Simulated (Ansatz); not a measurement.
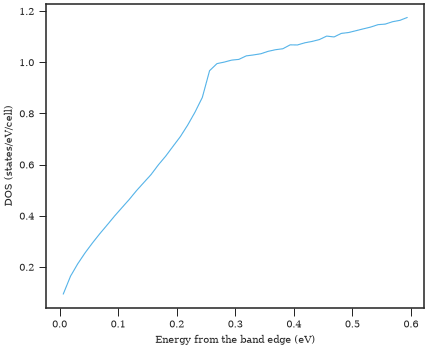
Fig. 1. Density of states of BaMg2P2 (P-3m1) above the conduction band minimum, PBEsol, rigid bands run with Ansatz (a first-principles code); cell volume 122.5 Å³.

### Question
What effective density of states at 300 K does this give (∫ g(E) exp(−E/k_BT) dE, both spins, divided by the cell's size)?

### Answer
3.7e19 cm⁻³, a density-of-states mass of 1.30 mₑ, valleys and band degeneracy included.

Spin-orbit coupling is left out. Geometry: cell and atoms relaxed with PBEsol.

Computed structure with no diffraction record at hand here (it may be known, metastable or hypothetical): BaMg2P2 (P-3m1).
